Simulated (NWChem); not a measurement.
# GeH2 (SMILES [GeH2]): levels of theory compared

Wanted: a comparison of 4 runs (SVWN5/6-31G**, SVWN5/6-31G, PBE/6-31G*, PBE/6-31G**) of GeH2. 

The calculation is run with NWChem 7.3.0.

2 further runs of the same task are left out: 2 that didn't finish.

## (1) The system as given

The species is GeH2 (3 atoms), meant as a singlet with charge 0. As SMILES, `[GeH2]`. The shape is that of a PBE0-D4/def2-TZVP optimisation.

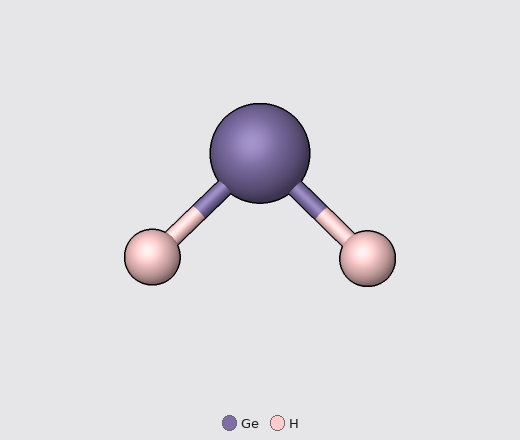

The structure, seen from a chosen angle (germanium purple, hydrogen pink).

## (2) The response to a field at SVWN5/6-31G(d,p) (spherical functions) (run 1)

Input file struct.nw:

```
START struct
TITLE "GeH2 SVWN5"
memory 2200 mb
charge 0

GEOMETRY units angstrom noautosym nocenter noautoz
  Ge    -0.570100     0.405100    -0.263700
  H      0.783000     0.743600     0.509000
  H     -0.212900    -1.148700    -0.245300
END

BASIS spherical bse
  Ge library 6-31G**
  H library 6-31G**
END

DFT
  xc slater vwn_5
  mult 1
  grid fine
  convergence energy 1e-08
  maxiter 100
  mulliken
  print low
END

PROPERTY
  response 1 0
END

TASK dft property
```

Started as:

```
$ nwchem struct.nw > struct.out
```

The program printed:

```text
[...]
 d= 0,ls=0.0,diis     1  -2074.6568544990 -2.10D+03  1.66D-02  1.75D-01     0.7
[...]
 d= 0,ls=0.0,diis     8  -2074.6806447258  1.36D-12  2.08D-08  2.39D-13     2.8
         Total DFT energy =    -2074.680644725838
      One electron energy =    -2936.908928780907
           Coulomb energy =      917.214006562202
    Exchange-Corr. energy =      -76.459426090610
 Nuclear repulsion energy =       21.473703583477
[...]
      Total Density - Mulliken Population Analysis
     ---------------------------------------------
    Atom       Charge   Shell Charges
 -----------   ------   -------------------------------------------------------
    1 Ge  32    32.03   2.00  2.00  6.00  2.00  5.98  1.65  1.66  0.23  0.43  6.83  2.94  0.30
    2 H    1     0.99   0.45  0.53  0.00
    3 H    1     0.99   0.45  0.53  0.00
[...]
 Anisotropic =      12.2469382
[...]
```

Run time: 9.9 s. Hardware: 1 thread of AMD EPYC 7R13 (Zen 3), shared host; peak memory 0.11 GiB.

## (3) The polarisability at SVWN5/6-31G (run 2)

Input file input.nw:

```
start input
memory stack 880 mb heap 220 mb global 1100 mb
geometry units angstrom noautosym nocenter noautoz
Ge      -0.570100       0.405100      -0.263700
H        0.783000       0.743600       0.509000
H       -0.212900      -1.148700      -0.245300
end
basis spherical bse
Ge library 6-31G
H library 6-31G
end
dft
xc slater vwn_5
mult 1
grid fine
convergence energy 1e-08
iterations 100
mulliken
noprint "final vectors analysis"
end
property
response 1 0
end
task dft property
```

Started as:

```
$ nwchem input.nw > input.out
```

The program printed:

```text
[...]
          Wavefunction type:  closed shell.
          No. of atoms     :     3
          No. of electrons :    34
[...]
          Charge           :     0
          Spin multiplicity:     1
[...]
          AO basis - number of functions:    31
[...]
              XC Information
              --------------
                        Slater Exchange Functional  1.000 local
                      VWN V Correlation Functional  1.000 local
[...]
 d= 0,ls=0.0,diis     1  -2074.5724512120 -2.10D+03  2.31D-02  1.35D-01     0.6
[...]
 d= 0,ls=0.0,diis     7  -2074.5902339731 -1.64D-09  6.76D-07  3.31D-11     1.9
         Total DFT energy =    -2074.590233973067
      One electron energy =    -2938.857381756828
           Coulomb energy =      919.372898927201
    Exchange-Corr. energy =      -76.579454726917
 Nuclear repulsion energy =       21.473703583477
[...]
      Total Density - Mulliken Population Analysis
     ---------------------------------------------
    Atom       Charge   Shell Charges
 -----------   ------   -------------------------------------------------------
    1 Ge  32    31.84   2.00  2.00  6.00  2.00  5.98  1.63  1.60  0.28  0.37  6.87  3.12
    2 H    1     1.08   0.46  0.62
    3 H    1     1.08   0.46  0.62
[...]
 Anisotropic =      12.6976250
[...]
```

Run time: 6.6 s. Hardware: 1 thread of AMD EPYC 7R13 (Zen 3), shared host; peak memory 0.11 GiB.

Run 3 isn't shown in full; the table further down has it.

## (4) Energy and gradient at PBE/6-31G(d,p) (spherical functions) (run 4)

Input file calc.nw:

```
start calc
title "GeH2 gradient"
memory total 2200 mb
charge 0
geometry noautosym nocenter noautoz
   Ge   -0.570100    0.405100   -0.263700
   H     0.783000    0.743600    0.509000
   H    -0.212900   -1.148700   -0.245300
end
basis spherical bse
   Ge library 6-31G**
   H library 6-31G**
end
dft
   xc xpbe96 cpbe96
   grid fine
   convergence energy 1e-08
   maxiter 100
   mulliken
   noprint "final vectors analysis"
end
task dft gradient
```

Started as:

```
$ nwchem calc.nw > calc.out
```

The program printed:

```text
[...]
          Wavefunction type:  closed shell.
          No. of atoms     :     3
          No. of electrons :    34
[...]
          Charge           :     0
          Spin multiplicity:     1
[...]
          AO basis - number of functions:    42
[...]
              XC Information
              --------------
          PerdewBurkeErnzerhof Exchange Functional  1.000
            Perdew 1991 LDA Correlation Functional  1.000 local
           PerdewBurkeErnz. Correlation Functional  1.000 non-local
[...]
 d= 0,ls=0.0,diis     1  -2077.5201343900 -2.10D+03  1.43D-02  1.19D-01     0.7
[...]
 d= 0,ls=0.0,diis     8  -2077.5391268438 -8.23D-11  4.80D-08  1.94D-12     3.3
         Total DFT energy =    -2077.539126843848
      One electron energy =    -2937.007605355518
           Coulomb energy =      917.337455401918
    Exchange-Corr. energy =      -79.342680473725
 Nuclear repulsion energy =       21.473703583477
[...]
      Total Density - Mulliken Population Analysis
     ---------------------------------------------
    Atom       Charge   Shell Charges
 -----------   ------   -------------------------------------------------------
    1 Ge  32    31.97   2.00  2.00  6.00  2.00  5.99  1.63  1.62  0.25  0.42  6.84  2.93  0.30
    2 H    1     1.01   0.48  0.53  0.01
    3 H    1     1.01   0.48  0.53  0.01
[...]
  wavefunction    = closed shell
                         DFT ENERGY GRADIENTS
    atom               coordinates                        gradient
                 x          y          z           x          y          z
   1 Ge     -1.077333   0.765528  -0.498321    0.005773  -0.004123   0.002668
   2 H       1.479655   1.405200   0.961871   -0.004067  -0.000199  -0.002230
   3 H      -0.402323  -2.170728  -0.463550   -0.001706   0.004322  -0.000438
[...]
```

It took 4.8 s on 1 thread of AMD EPYC 7R13 (Zen 3), shared host; peak memory 0.11 GiB.

## (5) All runs side by side

```
run                                level            task  frequency   energy (Eh)  wall time
  1  SVWN5/6-31G** (spherical functions)  polarizability          0  -2074.680645      9.9 s
  2                          SVWN5/6-31G  polarizability          0  -2074.590234      6.6 s
  3     PBE/6-31G* (spherical functions)        gradient          –  -2077.537286      4.2 s
  4    PBE/6-31G** (spherical functions)        gradient          –  -2077.539127      4.8 s
```

## (6) What came out

| quantity | value |
| --- | --- |
| run 4: total energy | -2077.53913 Eh |
| run 4: dipole moment | 0.24 D |
| run 4: largest force on an atom | 0.390 eV/Å |

What this shows: Over runs 2, 3, 4 the dipole moment (its size) runs from 0.23 D (PBE/6-31G*) to 0.48 D (SVWN5/6-31G). The two ends differ in method and basis. Totals of different functionals can't be ranked against each other. All runs together took 26 s, the longest 9.9 s.
